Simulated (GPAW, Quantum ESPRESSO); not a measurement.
Consider As (R-3m).

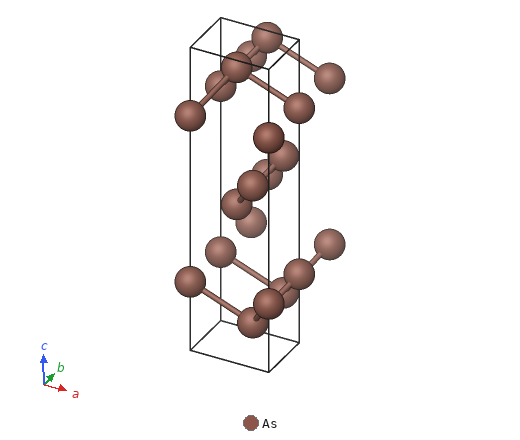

The structure (arsenic brown). Bonds to atoms that aren't drawn are left out. 1×2×1 conventional cells are drawn. Some periodic images of atoms are drawn too.

```xyz
2
Lattice="1.8808 1.0859 3.5141 -1.8808 1.0859 3.5141 0.0000 -2.1718 3.5141" Properties=species:S:1:pos:R:3 pbc="T T T"
As    0.0000    0.0000    2.3825
As    0.0000    0.0000    8.1597
```

Absorber: atom 1, with 3 As at 2.51 Å (pyramidal, site symmetry 3m). Method: Quantum ESPRESSO XSpectra, PBE, excited-electron core hole (neutral cell), 12-atom cell with 6.5 Å between holes, 4×4×4 k points, dipole transitions, Lorentzian half width 1.07 eV up to 4 eV, rising linearly to 1.75 eV at 25 eV (not a setting of the program: the run's 0.4 eV curve was folded afterwards with a further Lorentzian).

The database entry behind the starting cell differs from later determinations by our own check (old inner coordinate), so it need not match the best structure at ambient conditions.

Question: Where do the maxima of the As K edge fall?

Main maxima up to 30 eV above the zero (height): 1.2 eV (1.81) and 11.9 eV (0.91). A K edge sees empty p states on the absorber. 

The As K spectrum (energy from the energy zero of the input (xe0, at the border of filled and empty states); intensity scaled to a mean of 1 over the first 20 eV; folded afterwards to Lorentzian half width 1.07 eV up to 4 eV, rising linearly to 1.75 eV at 25 eV; the points at xe0, where the cut of filled states can leave a spike, are interpolated; polarised curves are means over the symmetry-equivalent atoms):

| E (eV) | isotropic | ε ⊥ c | ε ∥ c |
| --- | --- | --- | --- |
| -2.0 | 0.33 | 0.34 | 0.30 |
| -0.5 | 0.90 | 0.94 | 0.82 |
| 1.0 | 1.80 | 1.87 | 1.66 |
| 2.5 | 1.56 | 1.65 | 1.38 |
| 4.0 | 1.23 | 1.26 | 1.17 |
| 5.5 | 1.03 | 1.00 | 1.09 |
| 7.0 | 0.74 | 0.76 | 0.69 |
| 8.5 | 0.66 | 0.71 | 0.56 |
| 10.0 | 0.79 | 0.84 | 0.70 |
| 11.5 | 0.90 | 0.93 | 0.85 |
| 13.0 | 0.89 | 0.89 | 0.88 |
| 14.5 | 0.84 | 0.81 | 0.89 |
| 16.0 | 0.86 | 0.83 | 0.94 |
| 17.5 | 0.87 | 0.83 | 0.93 |
| 19.0 | 0.84 | 0.83 | 0.87 |
| 20.5 | 0.84 | 0.83 | 0.84 |
| 22.0 | 0.85 | 0.84 | 0.85 |
| 23.5 | 0.84 | 0.83 | 0.85 |
| 25.0 | 0.81 | 0.80 | 0.83 |
| 26.5 | 0.81 | 0.80 | 0.83 |
| 28.0 | 0.83 | 0.81 | 0.86 |
| 29.5 | 0.85 | 0.84 | 0.88 |
| 31.0 | 0.86 | 0.86 | 0.86 |

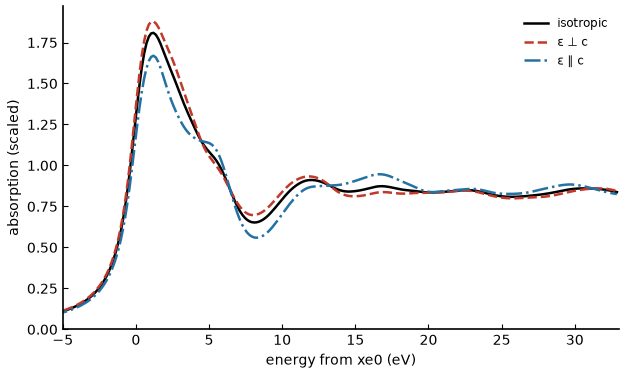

The As K edge.

The unit cell's mesh shows no gap over 0.35 eV. That is right for a metallic compound; for a small-gap or correlated insulator it would be the fault of the functional or of the assumed magnetic order, and the hole would be screened too well. The structure is a published determination, not relaxed.

[Banner, clock and machine lines of the logs are left out without a mark of their own.]

[Logs are printed without paths, hosts, clocks, repeated set-up lines and the standing remarks that a program may print on its own settings, such as how far it seeks lower states.]

[Hosts, paths, dates, database ids (printed as entryN), source tags and the programs' standing remarks are cut or masked in the printed files.]

[Lists of maxima count a maximum above −3 eV only where it reaches 4 % of the highest in the window and stands out from its surroundings by 2 % of it (1.5 % where it reaches 55 %); shoulders and weaker maxima are passed over, and of the rest the first, up to two pre-edge ones and the few strongest are named.]
